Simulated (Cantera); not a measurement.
Charge: 1 mol SiF4, 1.2 mol O3, 40 mol N2, 0.34 mol H2O, equilibrated at 3.60 mbar.

Method: chemical equilibrium by Gibbs-energy minimisation in Cantera with the NASA 1993 tables (ideal gas, pure condensed phases). Candidate condensed phases: H2O, Si, SiO2, Si2N2O, Si3N4; 58 gas species. The tables' values for SiF3 are old estimates; treat these amounts as uncertain. The tables hold silica as quartz up to 1696 K and as liquid above; real silica turns to tridymite and cristobalite and melts near 1996 K. Rates play no part.

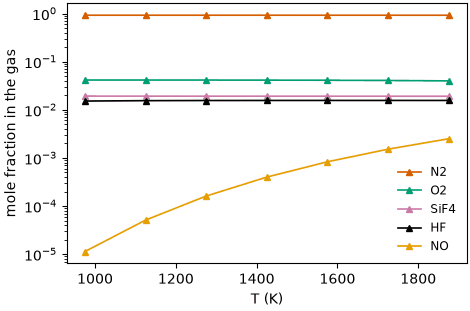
*Equilibrium gas composition (values under 1e-9 drawn at 1e-9)*

From 975 K to 1575 K the condensed part is SiO2(β-quartz). From 1725 K to 1875 K the condensed part is SiO2(condensed). The main Si-bearing gas is SiF4 throughout.
